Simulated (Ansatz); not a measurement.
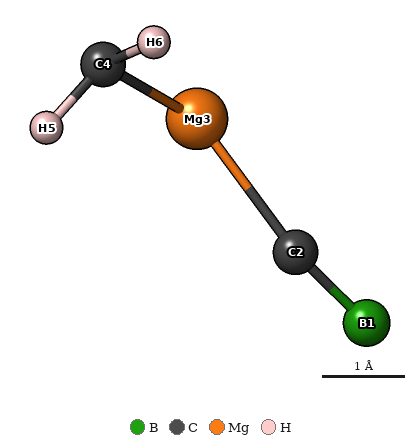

The structure as given in the input (ball-and-stick view, seen at a tilt; atoms are numbered from 1 in the order of the input). Sticks mark near contacts. Bond lengths as drawn: B–C 1.31 Å, C–H 1.10 Å and C–Mg 2.05 Å.

**Geometry relaxation of C₂H₂BMg**

The run: geometry relaxation of C₂H₂BMg, multiplicity 2, SMILES B#[C][Mg][CH2]. Method and program: UKS PBE0-D4/def2-SVP (Ansatz 0.2.0).

It belongs to a series of runs on one base structure; here: end point A relaxed. Figures and captions count atoms from 1; the log counts them from 0 in places.

## Input file
```yaml
crystal:
  periodic: [false, false, false]
  atoms:
    - { symbol: B, position_ang: [1.07956, -2.71023, 1.3201] }
    - { symbol: C, position_ang: [0.68512, -1.57704, 0.79337] }
    - { symbol: Mg, position_ang: [0.91631, 0.41629, 0.37446] }
    - { symbol: C, position_ang: [-0.5192, 1.44565, -0.67342] }
    - { symbol: H, position_ang: [-0.67895, 1.00332, -1.66466] }
    - { symbol: H, position_ang: [-1.48284, 1.42201, -0.14985] }
magnetization:
  spin_polarized: true
  initial_magnetization: 1
basis:
  gaussian: { orbitals: def2-SVP }
hamiltonian:
  xc: pbe0
  dispersion: d4
relax:
  f_tol: 0.015
  max_steps: 40
```

Machine: 1 thread of Arm Neoverse V1, 24 GiB of memory available, shared host.

Launch command:
```bash
ansatz run input.yaml --threads 1 --pin off --max-ram 2048MiB --backend cpu --events-out ev --progress --plain --runs-dir out
```

## Output
```
The last accepted step is kept in [file] (removed where the run ends without a failure and the disk answers)
Engine: ansatz 0.2.0, aarch64-unknown-linux-gnu
Functional definition: PBE0
  parameter a = 0.25
  parameter kappa = 0.804
  parameter beta = 0.06672455060314922
  exchange = (1 - a)*pbe_x(kappa = kappa, mu = beta*pi^2/3) + a*exact_x
  correlation = pbe_c(beta = beta)
754 factors; integrals over basis functions are off by at most 3.6e-4 eV
mean field evaluation 1: about -8192.3816 eV, gradient 5.0e1 eV
mean field evaluation 2: about -8128.4700 eV, gradient 9.5e1 eV
mean field evaluation 4: about -8204.5981 eV, gradient 1.7e1 eV
mean field evaluation 8: about -8207.4658 eV, gradient 2.4e0 eV
mean field evaluation 16: about -8208.0089 eV, gradient 1.5e-1 eV
mean field evaluation 32: about -8208.0192 eV, gradient 3.1e0 eV
mean field evaluation 64: about -8207.6888 eV, gradient 2.7e0 eV
mean field evaluation 96: about -8207.5366 eV, gradient 5.9e0 eV
mean field evaluation 128: about -8207.9432 eV, gradient 9.6e-1 eV
mean field -8208.16209403 eV, -301.6443932634 hartree, gradient 2.0e-6 eV, S^2 1.760106; 6 other end points of the search recorded, 0 dependent functions left out
the calculation of the forces begins
reference -8208.16212496 eV, -301.6443944001 hartree; 16, 15 occupied and 54, 55 virtual orbitals, 754 factors
relax step   1: F+E_penalty+E_count = -8208.24936946 eV  Δ(F+E_penalty+E_count) = +0.000e0 eV  max|allowed force component| = 4.981e0 eV/Å  Δτ_max = 0.0000 Å  (401 SCF iters, accepted)
these checks for a lower state are left out or cut short: starts, cluster_reference, orbital_swaps, neighbouring_geometries, increment
754 factors; integrals over basis functions are off by at most 4.0e-4 eV
mean field -8208.63685341 eV, -301.6618403490 hartree, gradient 2.6e-8 eV, S^2 1.760699; 1 other end points of the search recorded, 0 dependent functions left out
the calculation of the forces begins
reference -8208.63688457 eV, -301.6618414940 hartree; 16, 15 occupied and 54, 55 virtual orbitals, 754 factors
relax step   2: F+E_penalty+E_count = -8208.72114882 eV  Δ(F+E_penalty+E_count) = -4.718e-1 eV  max|allowed force component| = 9.392e-1 eV/Å  Δτ_max = 0.1946 Å  (183 SCF iters, accepted)
these checks for a lower state are left out or cut short: starts, cluster_reference, orbital_swaps, neighbouring_geometries, increment
754 factors; integrals over basis functions are off by at most 4.8e-4 eV
mean field evaluation 160: about -8208.9015 eV, gradient 4.0e-1 eV
mean field evaluation 192: about -8208.7260 eV, gradient 1.1e-3 eV
mean field -8208.91084222 eV, -301.6719092520 hartree, gradient 6.3e-9 eV, S^2 1.759209; 1 other end points of the search recorded, 0 dependent functions left out
the calculation of the forces begins
reference -8208.91087363 eV, -301.6719104063 hartree; 16, 15 occupied and 54, 55 virtual orbitals, 754 factors
relax step   3: F+E_penalty+E_count = -8208.99229900 eV  Δ(F+E_penalty+E_count) = -2.712e-1 eV  max|allowed force component| = 9.204e-1 eV/Å  Δτ_max = 0.1949 Å  (216 SCF iters, accepted)
these checks for a lower state are left out or cut short: starts, cluster_reference, orbital_swaps, neighbouring_geometries, increment
754 factors; integrals over basis functions are off by at most 5.1e-4 eV
mean field evaluation 224: about -8208.9044 eV, gradient 3.0e-4 eV
mean field -8209.10159590 eV, -301.6789193205 hartree, gradient 5.5e-8 eV, S^2 1.757303; 1 other end points of the search recorded, 0 dependent functions left out
the calculation of the forces begins
reference -8209.10162750 eV, -301.6789204818 hartree; 16, 15 occupied and 54, 55 virtual orbitals, 754 factors
relax step   4: F+E_penalty+E_count = -8209.18134423 eV  Δ(F+E_penalty+E_count) = -1.890e-1 eV  max|allowed force component| = 7.855e-1 eV/Å  Δτ_max = 0.1947 Å  (197 SCF iters, accepted)
these checks for a lower state are left out or cut short: starts, cluster_reference, orbital_swaps, neighbouring_geometries, increment
754 factors; integrals over basis functions are off by at most 5.2e-4 eV
mean field -8209.21958308 eV, -301.6832552693 hartree, gradient 4.1e-6 eV, S^2 1.758537; 1 other end points of the search recorded, 0 dependent functions left out
the calculation of the forces begins
reference -8209.21961488 eV, -301.6832564378 hartree; 16, 15 occupied and 54, 55 virtual orbitals, 754 factors
relax step   5: F+E_penalty+E_count = -8209.29866734 eV  Δ(F+E_penalty+E_count) = -1.173e-1 eV  max|allowed force component| = 3.549e-1 eV/Å  Δτ_max = 0.2000 Å  (147 SCF iters, accepted)
these checks for a lower state are left out or cut short: starts, cluster_reference, orbital_swaps, neighbouring_geometries, increment
754 factors; integrals over basis functions are off by at most 5.6e-4 eV
mean field evaluation 256: about -8208.9984 eV, gradient 1.1e1 eV
mean field -8209.27814577 eV, -301.6854074086 hartree, gradient 2.4e-6 eV, S^2 1.759354; 1 other end points of the search recorded, 0 dependent functions left out
the calculation of the forces begins
reference -8209.27817779 eV, -301.6854085851 hartree; 16, 15 occupied and 54, 55 virtual orbitals, 754 factors
relax step   6: F+E_penalty+E_count = -8209.35695843 eV  Δ(F+E_penalty+E_count) = -5.829e-2 eV  max|allowed force component| = 1.297e-1 eV/Å  Δτ_max = 0.2000 Å  (151 SCF iters, accepted)
these checks for a lower state are left out or cut short: starts, cluster_reference, orbital_swaps, neighbouring_geometries, increment
754 factors; integrals over basis functions are off by at most 5.7e-4 eV
mean field evaluation 288: about -8209.2886 eV, gradient 3.5e-1 eV
mean field evaluation 320: about -8209.0935 eV, gradient 3.6e-8 eV
mean field -8209.29172213 eV, -301.6859063306 hartree, gradient 9.6e-9 eV, S^2 1.759475; 1 other end points of the search recorded, 0 dependent functions left out
the calculation of the forces begins
reference -8209.29175441 eV, -301.6859075169 hartree; 16, 15 occupied and 54, 55 virtual orbitals, 754 factors
relax step   7: F+E_penalty+E_count = -8209.37052587 eV  Δ(F+E_penalty+E_count) = -1.357e-2 eV  max|allowed force component| = 4.710e-2 eV/Å  Δτ_max = 0.1298 Å  (248 SCF iters, accepted)
these checks for a lower state are left out or cut short: starts, cluster_reference, orbital_swaps, neighbouring_geometries, increment
754 factors; integrals over basis functions are off by at most 5.7e-4 eV
mean field -8209.29247123 eV, -301.6859338593 hartree, gradient 1.1e-8 eV, S^2 1.759440; 1 other end points of the search recorded, 0 dependent functions left out
the calculation of the forces begins
reference -8209.29250352 eV, -301.6859350462 hartree; 16, 15 occupied and 54, 55 virtual orbitals, 754 factors
relax step   8: F+E_penalty+E_count = -8209.37128896 eV  Δ(F+E_penalty+E_count) = -7.631e-4 eV  max|allowed force component| = 1.742e-2 eV/Å  Δτ_max = 0.0278 Å  (173 SCF iters, accepted)
these checks for a lower state are left out or cut short: starts, cluster_reference, orbital_swaps, neighbouring_geometries, increment
754 factors; integrals over basis functions are off by at most 5.7e-4 eV
mean field evaluation 352: about -8209.2926 eV, gradient 3.2e-5 eV
mean field -8209.29255261 eV, -301.6859368500 hartree, gradient 1.5e-8 eV, S^2 1.759436; 1 other end points of the search recorded, 0 dependent functions left out
the calculation of the forces begins
reference -8209.29258492 eV, -301.6859380374 hartree; 16, 15 occupied and 54, 55 virtual orbitals, 754 factors
relax step   9: F+E_penalty+E_count = -8209.37137499 eV  Δ(F+E_penalty+E_count) = -8.603e-5 eV  max|allowed force component| = 3.610e-3 eV/Å  Δτ_max = 0.0098 Å  (160 SCF iters, accepted)
754 factors; integrals over basis functions are off by at most 5.7e-4 eV
mean field evaluation 384: about -8207.6242 eV, gradient 5.2e-2 eV
mean field evaluation 416: about -8209.2899 eV, gradient 1.6e-1 eV
mean field evaluation 448: about -8208.7313 eV, gradient 6.5e0 eV
```

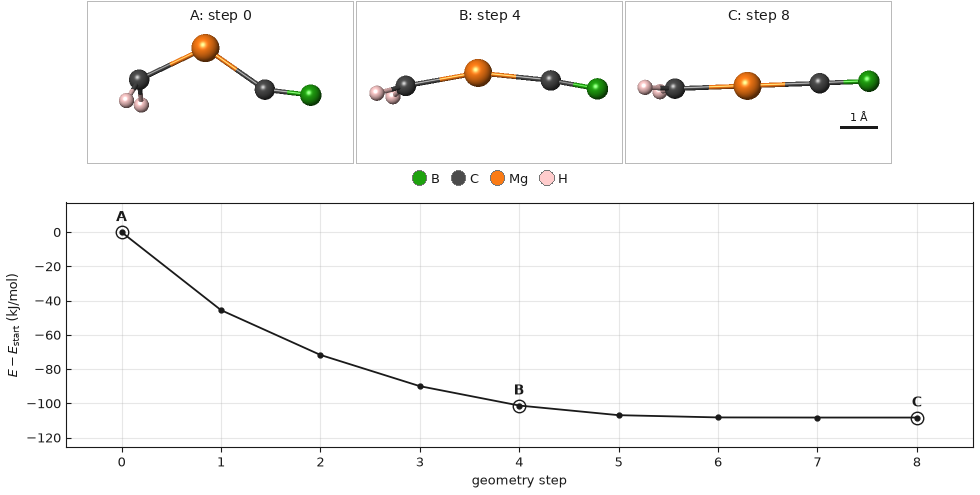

Frames of the relaxation (ball-and-stick view, seen at a tilt) above the curves, on which the letters mark them (the first geometry is step 0 here and step 1 in the log).

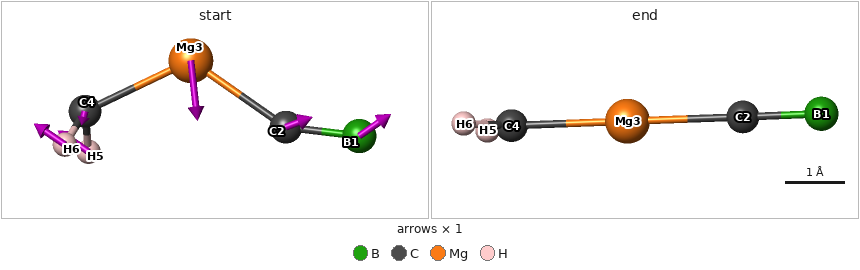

Before (left) and after (right) the relaxation, at one scale (ball-and-stick view, seen at a tilt). The pink arrows give the displacements, at true length. The energy falls by 108.3 kJ/mol in 8 geometry steps. Largest force component: 5 eV/Å at the start, 0.0036 eV/Å at the end. The atom that moves furthest after the best rigid fit is Mg3 (1.05 Å). Largest moves by element: Mg 1.05 Å, B 0.68 Å, H 0.67 Å, C 0.51 Å. Among the contacts that change: B1–C2 1.310 → 1.391 Å, C2–Mg3 2.050 → 2.041 Å, C4–H5 1.097 → 1.102 Å. Among the angles that change: C2–Mg3–C4 120.8° → 179.9°, B1–C2–Mg3 152.8° → 179.6°, Mg3–C4–H5 111.1° → 125.3°. (Atoms are counted from 1 in the order of the input.)

```
mean field -8209.29255261 eV, -301.6859368500 hartree, gradient 1.5e-8 eV, S^2 1.759436; 10 other end points of the search recorded, 0 dependent functions left out
the calculation of the forces begins
reference -8209.29258492 eV, -301.6859380374 hartree; 16, 15 occupied and 54, 55 virtual orbitals, 754 factors
Total energy: -8209.37140730 eV, -301.6888347065 hartree
Atom 0 at     1.620017    -2.948242     1.674462 Å, force    -0.000519    -0.001216    -0.001958 eV/Å
Atom 1 at     1.022207    -1.859731     1.048330 Å, force     0.002281     0.001205     0.003610 eV/Å
Atom 2 at     0.142212    -0.256025     0.142070 Å, force    -0.001647    -0.001572    -0.000706 eV/Å
Atom 3 at    -0.744541     1.354861    -0.767049 Å, force    -0.000411     0.000999    -0.000224 eV/Å
Atom 4 at    -0.597757     1.653823    -1.817281 Å, force     0.000140     0.000304    -0.000380 eV/Å
Atom 5 at    -1.442138     2.055314    -0.280532 Å, force     0.000156     0.000281    -0.000341 eV/Å
Dipole moment:    -0.087490     0.161030    -0.090638 e Å
```

## Trajectory as extended XYZ (Å, eV, eV/Å), 9 frames, from step=1 to step=9
```
6
Properties=species:S:1:pos:R:3:forces:R:3 step=1 energy=-8208.24937
B     1.0796   -2.7102    1.3201    1.5606  -4.9812   2.2274
C     0.6851   -1.5770    0.7934   -1.0188   4.7805  -1.8847
Mg    0.9163    0.4163    0.3745   -0.5597  -0.1450  -0.2643
C    -0.5192    1.4457   -0.6734    0.2656  -0.2932   0.2224
H    -0.6790    1.0033   -1.6647    0.0258   0.2428  -0.4233
H    -1.4828    1.4220   -0.1499   -0.2735   0.3960   0.1226
6
Properties=species:S:1:pos:R:3:forces:R:3 step=2 energy=-8208.72115
B     1.1789   -2.8480    1.4151    0.2278  -0.9392   0.3999
C     0.7775   -1.6518    0.8578    0.2435   0.8881  -0.1394
Mg    0.8428    0.3371    0.3558   -0.4869  -0.3170  -0.1746
C    -0.5431    1.4272   -0.6797   -0.6001  -0.2207  -0.2549
H    -0.7154    1.1536   -1.7505    0.1588   0.3702   0.3675
H    -1.5408    1.5818   -0.1985    0.4568   0.2187  -0.1984
6
Properties=species:S:1:pos:R:3:forces:R:3 step=3 energy=-8208.99230
B     1.2853   -2.9580    1.5187   -0.1738   0.1798  -0.0853
C     0.9071   -1.7473    0.9296    0.5572   0.0167   0.2012
Mg    0.7019    0.2082    0.3169   -0.3883  -0.5140  -0.0533
C    -0.5946    1.4088   -0.6993   -0.9204   0.1454  -0.5181
H    -0.7327    1.3287   -1.8150    0.1978   0.2116   0.7230
H    -1.5671    1.7597   -0.2509    0.7274  -0.0394  -0.2675
6
Properties=species:S:1:pos:R:3:forces:R:3 step=4 energy=-8209.18134
B     1.3076   -3.0081    1.6225   -0.1233   0.6177  -0.4154
C     1.0833   -1.8081    0.9212    0.2358  -0.2266   0.4693
Mg    0.5494    0.0904    0.2887   -0.1039  -0.6014  -0.0557
C    -0.6474    1.4026   -0.7165   -0.7855   0.2808  -0.4156
H    -0.7276    1.4420   -1.8360    0.1550   0.0795   0.6460
H    -1.5652    1.8812   -0.2798    0.6219  -0.1500  -0.2286
6
Properties=species:S:1:pos:R:3:forces:R:3 step=5 energy=-8209.29867
B     1.3876   -3.0162    1.6573   -0.0437   0.3549  -0.2312
C     1.1182   -1.8240    0.9745    0.1104  -0.2132   0.2703
Mg    0.4246   -0.0499    0.2199   -0.1915  -0.1063  -0.0872
C    -0.6906    1.4043   -0.7263   -0.1964  -0.0622  -0.2320
H    -0.6943    1.5232   -1.8330    0.0451   0.0759   0.3530
H    -1.5454    1.9626   -0.2925    0.2761  -0.0489  -0.0729
6
Properties=species:S:1:pos:R:3:forces:R:3 step=6 energy=-8209.35696
B     1.4906   -2.9979    1.6837    0.0465   0.0277  -0.0132
C     1.1088   -1.8371    1.0182   -0.0668   0.0590   0.0042
Mg    0.2737   -0.1707    0.1684   -0.0303  -0.0877  -0.0172
C    -0.7321    1.3621   -0.7565   -0.0977   0.1238  -0.0950
H    -0.6554    1.6236   -1.8286    0.0384  -0.0423   0.1297
H    -1.4857    2.0200   -0.2852    0.1098  -0.0806  -0.0085
6
Properties=species:S:1:pos:R:3:forces:R:3 step=7 energy=-8209.37053
B     1.5931   -2.9531    1.6899    0.0066   0.0017  -0.0109
C     1.0397   -1.8602    1.0312   -0.0106   0.0225   0.0101
Mg    0.1691   -0.2413    0.1383   -0.0021  -0.0301   0.0014
C    -0.7423    1.3591   -0.7657    0.0231  -0.0471   0.0174
H    -0.6097    1.6506   -1.8193   -0.0075   0.0257  -0.0097
H    -1.4499    2.0449   -0.2745   -0.0094   0.0273  -0.0084
6
Properties=species:S:1:pos:R:3:forces:R:3 step=8 energy=-8209.37129
B     1.6132   -2.9485    1.6815    0.0023   0.0045  -0.0062
C     1.0292   -1.8597    1.0427   -0.0065  -0.0013   0.0060
Mg    0.1457   -0.2563    0.1382    0.0047  -0.0070   0.0027
C    -0.7453    1.3539   -0.7671   -0.0066   0.0174  -0.0050
H    -0.6007    1.6565   -1.8166    0.0033  -0.0063  -0.0007
H    -1.4421    2.0541   -0.2787    0.0027  -0.0074   0.0032
6
Properties=species:S:1:pos:R:3:forces:R:3 step=9 energy=-8209.37138
B     1.6200   -2.9482    1.6745   -0.0005  -0.0012  -0.0020
C     1.0222   -1.8597    1.0483    0.0023   0.0012   0.0036
Mg    0.1422   -0.2560    0.1421   -0.0016  -0.0016  -0.0007
C    -0.7445    1.3549   -0.7670   -0.0004   0.0010  -0.0002
H    -0.5978    1.6538   -1.8173    0.0001   0.0003  -0.0004
H    -1.4421    2.0553   -0.2805    0.0002   0.0003  -0.0003
```

## Summary

| quantity | value |
| --- | --- |
| outcome | converged |
| total energy | −8209.3714 eV |
| mean-field energy | −8209.2926 eV |
| ⟨S²⟩ | 1.759 |
| largest force (length of the vector) at the end | 0.004 eV/Å |
| wall time | 3.1 min |
| peak memory | 0.2 GiB |

## Remarks

⟨S²⟩ is 1.76 against 0.75 for a pure state: the solution is spin-contaminated.
